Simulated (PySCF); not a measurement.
# CH10OSi3 (SMILES CO[SiH2][SiH2][SiH3]): what the fields show

```yaml
atoms:
  - { symbol: C, position_ang: [-3.1576, -0.4272, 0.0934] }
  - { symbol: O, position_ang: [-1.7772, -0.5725, -0.0211] }
  - { symbol: Si, position_ang: [-0.6623, 0.5631, -0.3484] }
  - { symbol: Si, position_ang: [1.2347, -0.7393, -0.3488] }
  - { symbol: Si, position_ang: [3.1781, 0.4654, -0.0233] }
  - { symbol: H, position_ang: [-3.4098, 0.2218, 0.9356] }
  - { symbol: H, position_ang: [-3.5805, 0.0031, -0.8177] }
  - { symbol: H, position_ang: [-3.5904, -1.4150, 0.2578] }
  - { symbol: H, position_ang: [-0.7231, 1.6352, 0.6610] }
  - { symbol: H, position_ang: [-1.0099, 1.2521, -1.6031] }
  - { symbol: H, position_ang: [1.3617, -1.4757, -1.6209] }
  - { symbol: H, position_ang: [1.1629, -1.8251, 0.6452] }
  - { symbol: H, position_ang: [3.2745, 1.0594, 1.3126] }
  - { symbol: H, position_ang: [4.4007, -0.3219, -0.1920] }
  - { symbol: H, position_ang: [3.2939, 1.5847, -0.9633] }
```

Geometry: GFN2-xTB.

Theory: PBE0/pcSseg-1, SCF density, gas phase, non-relativistic in PySCF 2.14.0.

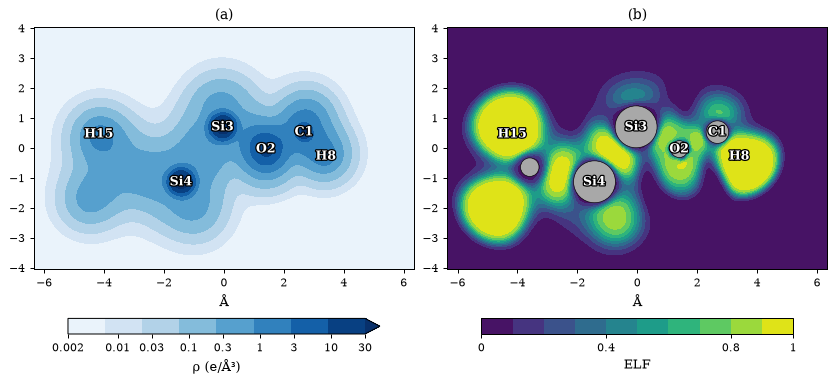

Figure 1. (a) electron density; (b) ELF on the plane of atoms O2, C1 and H8. Grey discs cover the atomic cores in the ELF map.

What does the map show?

Answer. Atoms in the plane: C, O, Si and H. C–O (1.39 Å): ρ is about 2.1 e/Å³ halfway, with its minimum of 1.8 e/Å³ about 0.5 Å from C; the ELF peaks at about 0.90 between the atoms; a shared but strongly polarised pair. Si–O (1.62 Å): ρ is about 1.2 e/Å³ halfway; the ELF peaks at about 0.85 between the atoms; a polar covalent bond. Si–Si (2.30 Å): ρ at the midpoint is about 0.68 e/Å³; the ELF peaks at about 1 between the atoms; localised, covalent bonding. C–H (1.09 Å): ρ is about 2.1 e/Å³ halfway; the ELF climbs to about 1 towards the hydrogen, as it does in any bond to H: an ordinary covalent bond to hydrogen. The ELF also peaks beside O2, away from the bonds: lone-pair regions.

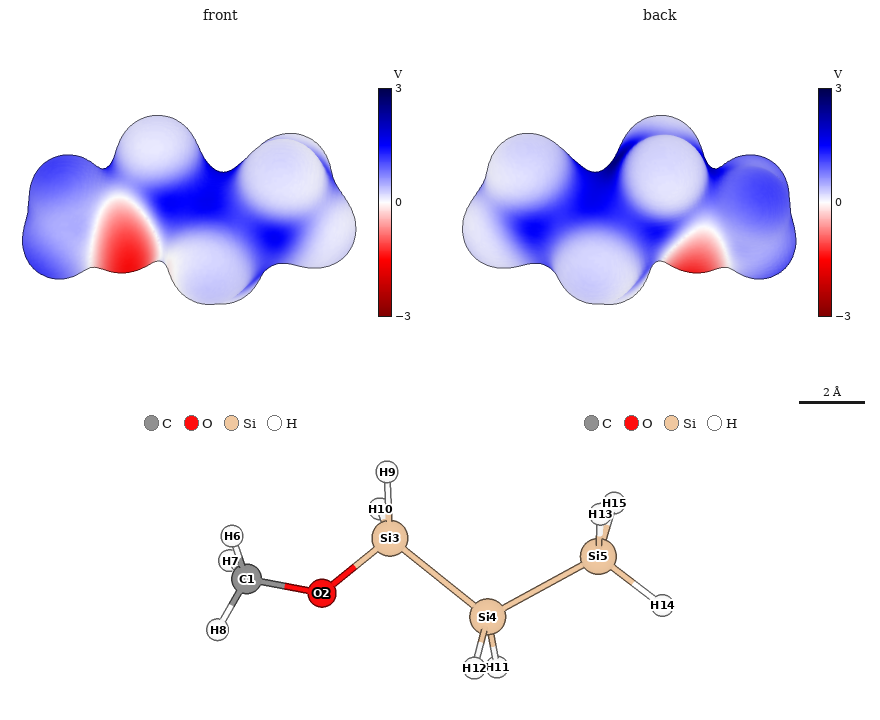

Figure 2. The molecular electrostatic potential painted on the density surface at 0.004 e/bohr³, seen from the front and from behind; the colour scale runs from red (negative) to blue (positive). The bare structure is drawn below in the same view.

Where is the surface potential most negative and most positive?

Answer. The most negative region (about −1.4 V, or −32 kcal/mol for a unit charge) lies over O2, the most positive (about +2.3 V, or +53 kcal/mol for a unit charge) over Si3. O2 is the likeliest acceptor of a hydrogen bond.

How polar is the molecule by this calculation?

Answer. Its dipole moment is 1.55 D.
